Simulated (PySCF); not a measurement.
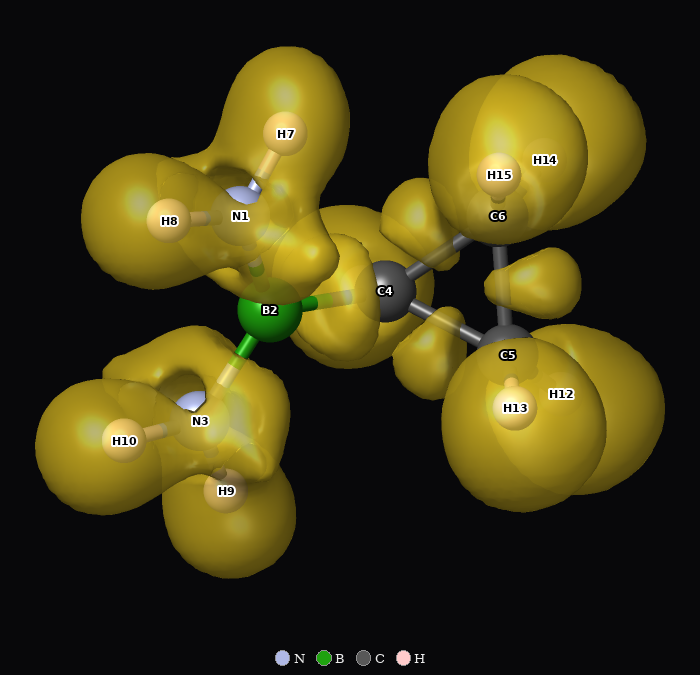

Figure 1: C₃H₉BN₂ (SMILES NB(N)C1CC1). Isosurface of the ELF at 0.75 (yellow), seen at a tilt. Core shells and regions of very low density are left out.

Geometry: PBE0-D3(BJ)/def2-SVP.

All numbers below come from PySCF, CAM-B3LYP/def2-SVPD, SCF density, gas phase.

Input file:

```
{"job": {"kind": "uv", "xc": "CAM-B3LYP", "basis": "def2-SVPD", "dynamic": true, "nstates": 6, "ntriplets": 0}, "charge": 0, "multiplicity": 1}
N      1.499701    -1.099527     0.588831
B      0.976894     0.009291    -0.119274
N      1.761533     1.156947    -0.392889
C     -0.525149    -0.020307    -0.616469
C     -1.594910     0.713945     0.157240
C     -1.596456    -0.782128     0.115376
H      0.965607    -1.948348     0.701278
H      2.441133    -1.157870     0.950076
H      1.363073     1.979510    -0.820289
H      2.729443     1.265502    -0.125874
H     -0.651642     0.021165    -1.705897
H     -2.373234     1.245895    -0.397931
H     -1.309203     1.202679     1.093945
H     -2.378515    -1.279324    -0.465568
H     -1.319344    -1.316328     1.030167
```

Run with:

```sh
OMP_NUM_THREADS=1 python probes_run.py task.json out
```

Describe the localisation domains.

The ELF exceeds this value in one region between bonded B–C atoms (shared pairs), three regions between bonded C–C atoms (shared pairs), five regions around hydrogen nuclei and two joined regions spread over several atoms (H, N), in which their bonds and any lone pairs are merged. Along the contacts the grid gives the following. B–N (1.42 Å): the ELF peaks at about 0.95 between the atoms: a polar covalent bond. C–C (1.50 Å): the ELF peaks at about 0.90 between the atoms; a covalent bond.
